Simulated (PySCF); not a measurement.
Consider C₄H₁₃NOSi₃ (SMILES C#C[SiH2]O[Si](C)(C)N[SiH3]).

Input

```
{"job": {"kind": "nmr", "xc": "PBE0", "basis": "pcSseg-1"}, "charge": 0, "multiplicity": 1}
C      4.264211     0.066707     0.295253
C      3.427644     0.267500    -0.544616
Si     2.112349     0.576517    -1.815731
O      0.658213     0.591559    -1.103350
Si    -0.402466    -0.090037    -0.063594
C      0.349493    -0.117878     1.680014
C     -0.846070    -1.838379    -0.652996
N     -1.773886     0.965315    -0.178690
Si    -3.265076     0.877428     0.685548
H      4.998875    -0.107991     1.028778
H      2.246284     1.919708    -2.378672
H      2.144934    -0.513019    -2.795035
H     -0.338053    -0.555785     2.396505
H      0.586280     0.886095     2.020160
H      1.269535    -0.694325     1.703548
H     -1.234904    -1.822092    -1.666631
H     -1.606247    -2.281139    -0.018500
H      0.019899    -2.493865    -0.639729
H     -1.598724     1.818967    -0.682033
H     -3.818716    -0.465759     0.502900
H     -3.078258     1.121250     2.122424
H     -4.125728     1.908607     0.103599
```

Launched as:

```sh
OMP_NUM_THREADS=1 python probes_run.py task.json out
```

Geometry: GFN2-xTB.

All numbers below come from PBE0/pcSseg-1, SCF density, gas phase, non-relativistic (PySCF 2.14.0).

Predict the electron density and electron localisation function between the atoms.

Answer. Si–O (1.62 Å): ρ is about 1.1 e/Å³ halfway; the ELF peaks at about 0.85 between the atoms, as expected for a short, strongly polar bond.
Si–N (1.73 Å): the density is about 1.1 e/Å³ at the midpoint; the ELF peaks at about 0.90 between the atoms; a shared but strongly polarised pair.
N–H (1.01 Å): the density is about 2.8 e/Å³ at the midpoint; the ELF climbs to about 1 towards the hydrogen, as it does in any bond to H (a covalent bond by its length).

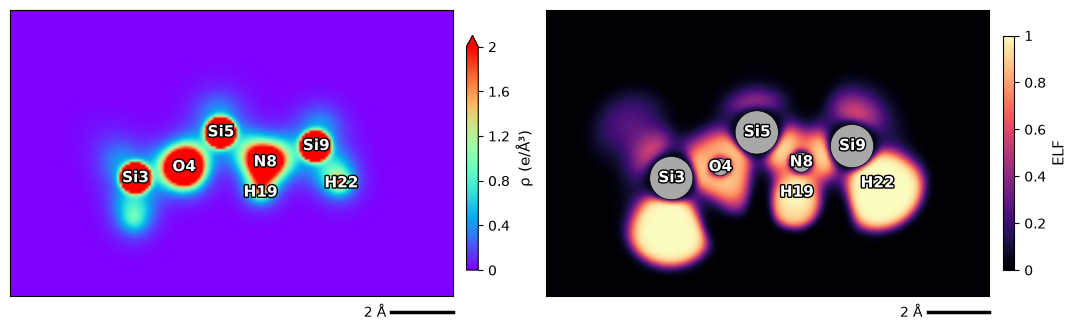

Computed electron density and electron localisation function on the plane of atoms O4, Si5 and N8, in this order. Grey discs cover the atomic cores in the ELF map. 
